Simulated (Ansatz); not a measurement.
# ClH3HfO3 (SMILES [OH][Hf]([OH])([OH])[Cl]): what the fields show

```xyz
8

O    -1.0381    1.3525    0.6833
Hf    0.0703    0.1285   -0.2888
O     1.7010   -0.1794    0.6690
O    -0.8574   -1.5276   -0.5500
Cl    0.5856    1.0695   -2.4112
H    -1.8053    1.7127    1.1155
H     2.3779   -0.0937    1.3320
H    -1.0339   -2.4625   -0.5498
```

Geometry: PBE0-D4/def2-TZVP; core potentials replace the inner electrons of Hf.

Theory: RKS PBE0-D4/def2-TZVPP in Ansatz.

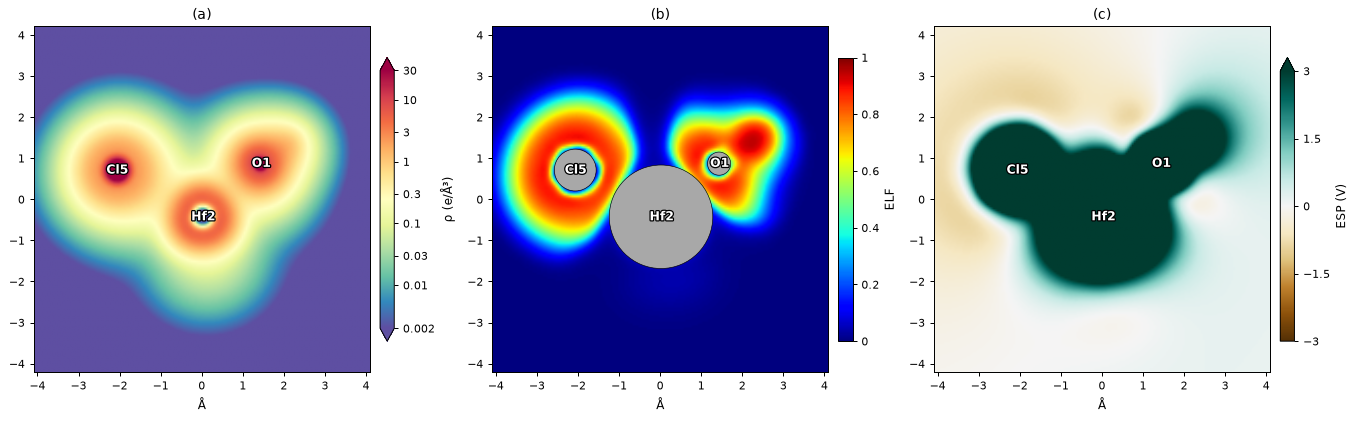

Figure 1. (a) electron density; (b) ELF; (c) electrostatic potential on the plane of atoms O1, Hf2 and Cl5. Grey discs cover the atomic cores in the ELF map.

Question: Describe what can be read from this map.

Answer:
- Atoms in the plane: O, Hf and Cl.
- Hf–O (1.92 Å): ρ is about 0.9 e/Å³ halfway; the ELF peaks at about 0.80 in the valence shell of O, 0.6 Å from its nucleus, and drops to about 0.20 between the two atoms.
- Hf–Cl (2.38 Å): ρ at the midpoint is about 0.57 e/Å³; the ELF peaks at about 0.85 in the valence shell of Cl, 0.8 Å from its nucleus, and is about 0.35 at the midpoint.
- Outside the dense part of the molecule the potential is most negative (−0.9 V) near Cl5.

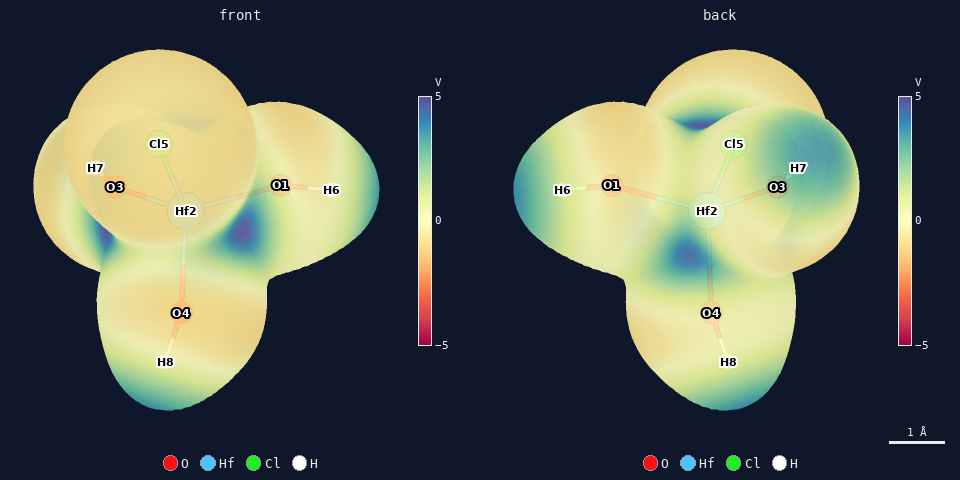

Figure 2. The molecular electrostatic potential painted on the density surface at 0.004 e/bohr³, seen from the front and from behind; the colour scale runs from red (negative) to blue (positive).

Question: Where is the surface potential most negative and most positive?

Answer: The most negative region (about −0.9 V) lies over O1, O3, O4 and Cl5, the most positive (about +4.6 V) over Hf2.

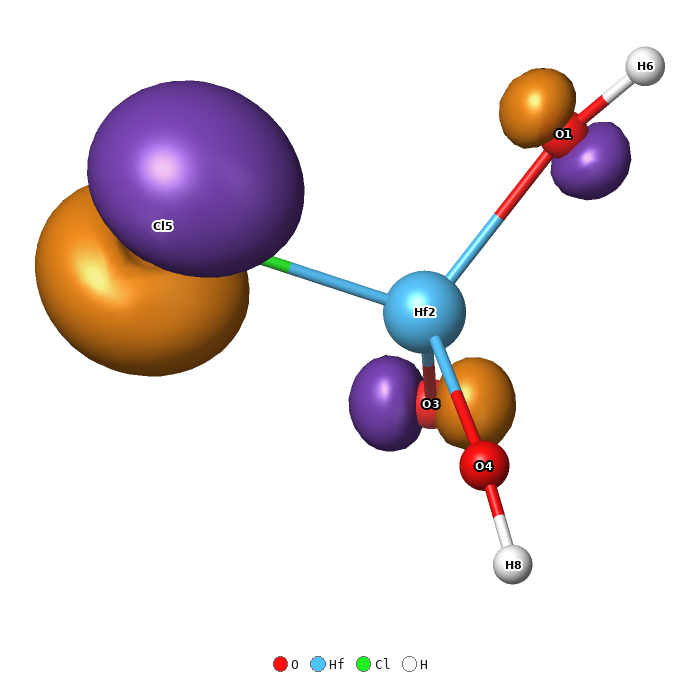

Figure 3. The HOMO at ±0.2 Å⁻³ᐟ² (orange and purple are the two phases), seen at an oblique angle.

Question: Describe this orbital and give its energy.

Answer: By Hirshfeld shares it lies mainly on Cl5 (about 75 %); largely a lone pair of Cl5. It is one of a degenerate set, so its orientation is arbitrary. Its energy is −8.62 eV.
